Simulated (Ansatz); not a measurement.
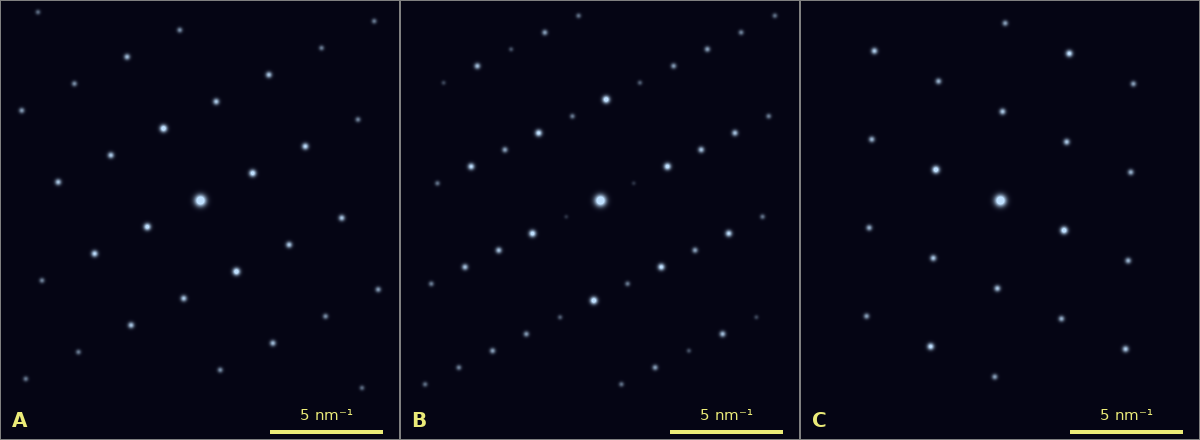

Kinematic electron diffraction patterns (300 kV, B = 0.5 Å², same scale, each along a low-index zone) of three structures of composition As2O, each relaxed at zero pressure with DFT PBE, scalar-relativistic, plane waves, PAW in Ansatz.

The structures (standard cells):
1. R-3m (No. 166), a = 2.940 Å, c = 17.695 Å (hexagonal axes), 9 atoms; generated start, possibly hypothetical
2. P4_2/mnm (No. 136), a = 6.268 Å, c = 2.742 Å, 6 atoms; generated start, possibly hypothetical
3. I4/mmm (No. 139), a = 3.913 Å, c = 7.520 Å, 6 atoms; generated start, possibly hypothetical

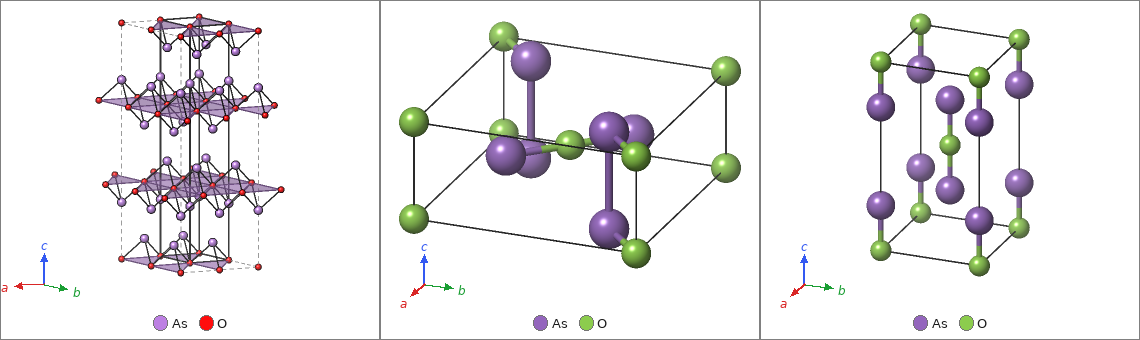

Drawings of the structures 1 to 3, from left to right (each may span several cells).

> Which pattern belongs to which structure, and along which zone?

A is structure 3 along [110] or an equivalent direction: rectangular net of 0 0 2 at d = 3.76 Å and 1 -1 0 at d = 2.77 Å, 90.0° apart. B is structure 1 along [100] or an equivalent direction: oblique net of 0 0 3 (weak) at d = 5.90 Å and 0 -1 1 at d = 2.52 Å, 81.8° apart. C is structure 2 along [100] or an equivalent direction: centred rectangular net of 0 2 0 at d = 3.13 Å and 0 1 1 at d = 2.51 Å, 66.4° apart (some points of this net are extinct or too weak to see).

> Which structure lies lowest at this level of theory, and by how much?

Structure 3 (I4/mmm, 19.19 Å³ an atom) is the lowest of these; structure 2 (P4_2/mnm, 17.96 Å³ an atom) lies about 300 meV an atom higher; structure 1 (R-3m, 14.72 Å³ an atom) lies about 490 meV an atom higher. These are static energies at 0 K; other structures, not shown, may lie lower still.
